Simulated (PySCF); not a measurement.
SMILES CCCc1ccco1, singlet at its GFN2-xTB optimised geometry (Å):

```
18

C     -2.2666    -2.3184    -1.4717
C     -1.2513    -1.1840    -1.4383
C     -0.6659    -0.9950    -0.0325
C      0.3246     0.1169     0.0000
C      1.6883     0.1169     0.0000
C      2.0879     1.4768     0.0000
C      0.9386     2.2006    -0.0028
O     -0.1330     1.3880    -0.0035
H     -3.0897    -2.1148    -0.7902
H     -2.6721    -2.4374    -2.4736
H     -1.8013    -3.2563    -1.1760
H     -1.7286    -0.2534    -1.7514
H     -0.4391    -1.3956    -2.1371
H     -0.1739    -1.9147     0.2873
H     -1.4781    -0.7735     0.6639
H      2.3288    -0.7413     0.0042
H      3.0897     1.8549     0.0028
H      0.7532     3.2563    -0.0024
```

Level of theory: PBE0/def2-SVP in PySCF.

Map of the HOMO−1 amplitude (bohr^(-3/2)) on the plane z = 0.6 Å; orbital energy -7.90 eV, overall sign arbitrary:

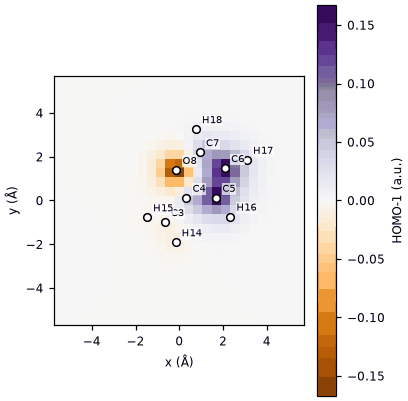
Fig. 1. HOMO−1 amplitude (bohr^(-3/2)) on the plane z = 0.6 Å.
